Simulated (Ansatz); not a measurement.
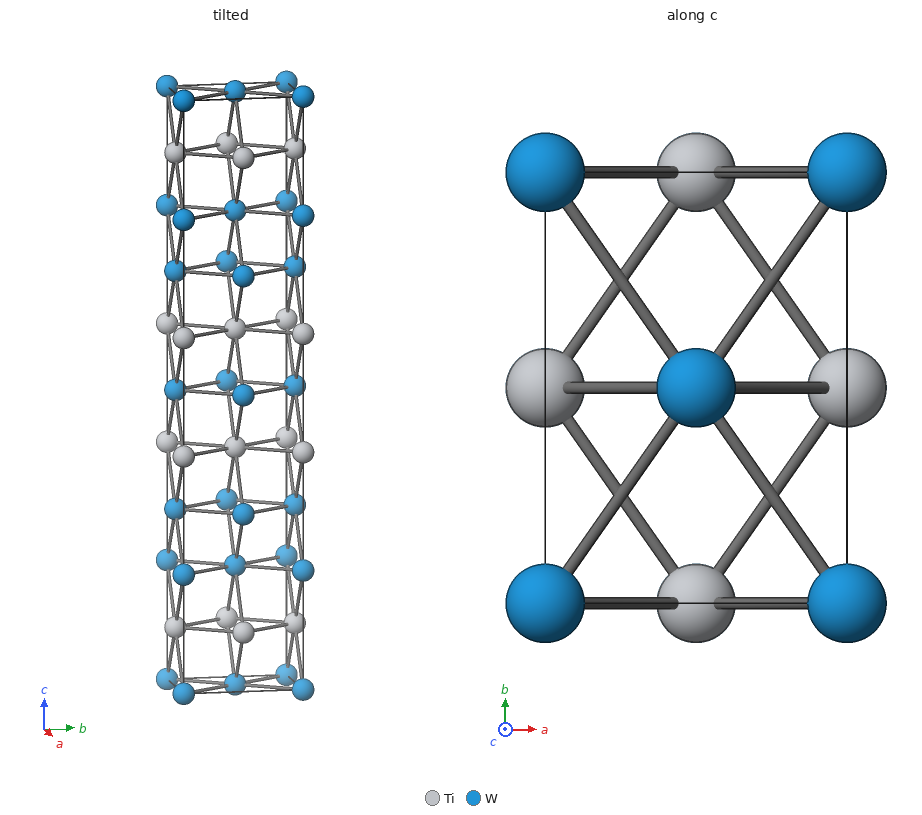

Shown here is a ball-and-stick view of the crystal, taken slightly off an axis and along the c axis. The conventional unit cell is outlined; an atom on or near a face, edge or corner is repeated at each equivalent position.

Ti2W3, space group Fmmm (No. 69), a = 3.177 Å, b = 4.537 Å, c = 22.448 Å, α = 90.00°, β = 90.00°, γ = 90.00°. The cell started as a structure type filled with these elements by a generator (whether the compound takes this form wasn't checked). Earlier steps of the study, as a rule a relaxation of our own, may have changed the cell and positions, so they can lie some per cent off the listed ones. It was run through Ansatz as a DFT input.

This one geometry was computed with Ansatz (DFT, plane waves, PAW) at three levels of theory: PBE with spin-orbit coupling, PBEsol and PBE.

Which level gives the highest pressure at this volume, and what does that say about its equilibrium volume?

Highest: PBE with spin-orbit coupling (0.2 GPa) and PBE (0.0 GPa), which points to the largest equilibrium volume. Lowest, with the smallest volume: PBEsol (-7.1 GPa). Levels within 0.5 GPa of each other can't be told apart.

How does the band gap change with the level of theory?

All levels give a metal.

Collect the results in a table.

| level | cutoff (eV) | k-mesh of the run's cell | gap (eV) | pressure (GPa) |
| --- | --- | --- | --- | --- |
| PBE with spin-orbit coupling | 420 | 14×14×14 | metal | 0.2 |
| PBEsol | 420 | 14×14×14 | metal | -7.1 |
| PBE | 420 | 14×14×14 | metal | 0.0 |

Gaps are taken on the k-mesh or band path of each run.
